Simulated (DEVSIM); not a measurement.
System: abrupt GaAs p-n junction, at 300 K.

```tsv
layer (left to right)	material	thickness (μm)	Nd (cm⁻³)	Na (cm⁻³)	τn (s)	τp (s)
1	GaAs	1.20	-	8.7e15	4.5e-8	4.5e-8
2	GaAs	2.20	6.3e15	-	4.5e-8	4.5e-8
```

Left contact: ohmic. Right contact: ohmic. Voltage is applied to the left contact. Recombination: SRH at mid-gap, Auger. Mobility is constant in doping.

This is a model device: material constants are rounded textbook-type values typed into the input, and sizes, dopings and lifetimes were drawn at random. Values at 300 K.

```tsv
parameter	GaAs
gap (eV)	1.424
affinity (eV)	4.07
permittivity	12.9
Nc (cm⁻³)	4.7e17
Nv (cm⁻³)	9e18
μn (cm²/Vs)	8500
μp (cm²/Vs)	400
Cn (cm⁶/s)	1e-30
Cp (cm⁶/s)	1e-30
```

DEVSIM, 1D drift-diffusion, Boltzmann statistics, complete ionisation; no tunnelling, impact ionisation, image-force lowering or self-heating.

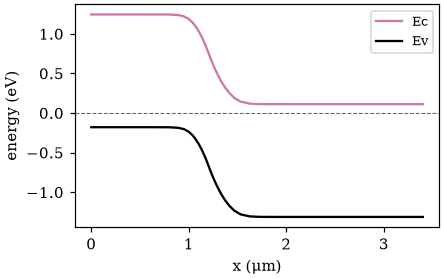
Band edges at zero bias

Energies count from the Fermi level of the right contact; mesh points crowd at the junctions.

```tsv
x (μm)	Ec (eV)	Ev (eV)	n (cm⁻³)	p (cm⁻³)	field (V/cm)
0.000	1.244	-0.179	< 1e2	8.7e15	≈ 0
0.02181	1.244	-0.179	< 1e2	8.7e15	≈ 0
0.05926	1.244	-0.179	< 1e2	8.7e15	≈ 0
0.1327	1.244	-0.179	< 1e2	8.7e15	≈ 0
0.3201	1.244	-0.179	< 1e2	8.7e15	≈ 0
0.6000	1.244	-0.179	< 1e2	8.7e15	≈ 0
0.8910	1.237	-0.187	< 1e2	6.5e15	-1600
1.072	1.090	-0.334	< 1e2	2.2e13	-18000
1.143	0.933	-0.491	< 1e2	5.1e10	-26000
1.180	0.829	-0.595	5500	9.2e8	-31000
1.200	0.764	-0.660	68000	7.4e7	-33000
1.232	0.662	-0.762	3600000	1400000	-30000
1.279	0.529	-0.895	6.0e8	8400	-26000
1.371	0.324	-1.100	1.7e12	< 1e2	-18000
1.628	0.118	-1.306	4.9e15	< 1e2	-1100
1.999	0.111	-1.312	6.3e15	< 1e2	≈ 0
2.607	0.111	-1.312	6.3e15	< 1e2	≈ 0
2.975	0.111	-1.312	6.3e15	< 1e2	≈ 0
3.230	0.111	-1.312	6.3e15	< 1e2	≈ 0
3.322	0.111	-1.312	6.3e15	< 1e2	≈ 0
3.368	0.111	-1.312	6.3e15	< 1e2	≈ 0
3.400	0.111	-1.312	6.3e15	< 1e2	≈ 0
```
